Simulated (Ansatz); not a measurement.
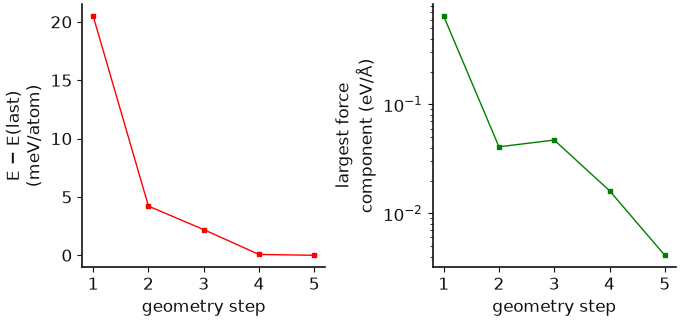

The picture comes from a calculation with Ansatz.

History of a geometry optimisation. The volume is held, while cell shape and atoms may move. A closing SCF on a freshly chosen basis isn't drawn.

```
crystal:
  lattice:
    - [4.2977435532, -2.1542527172, 0.0]
    - [4.2977435532, 2.1542527172, 0.0]
    - [0.0, 0.0, 8.658734284]
  atoms:
    - { symbol: Br, position: [0.8571510314, 0.1428489686, 0.1178986116] }
    - { symbol: Br, position: [0.1428489686, 0.8571510314, 0.8821013884] }
    - { symbol: Br, position: [0.3571510314, 0.6428489686, 0.3821013884] }
    - { symbol: Br, position: [0.6428489686, 0.3571510314, 0.6178986116] }
basis:
  ecutwfc: 600
  ecutrho_ratio: 5
kpoints:
  mp_grid: { grid: [4, 4, 2] }
hamiltonian:
  xc: hse06
scf:
  occupations: { method: gaussian, width: 0.05 }
output:
  forces: true
  stress: true
  eigenvalues: true
relax:
  f_tol: 0.01
  max_steps: 40
  cell: { stress_tol: 0.1, fix: [volume] }
```

How did the optimisation end?

Answer. The optimisation met its thresholds at geometry 5, counting the start as the first. The energy fell by about 20 meV/atom from the first step to the last. The largest force component goes from about 0.65 eV/Å at the start to 4 × 10⁻³ eV/Å at the end. The cell changes shape at fixed volume (not drawn): a, b and c change by −4 %, −4 % and +3 %.
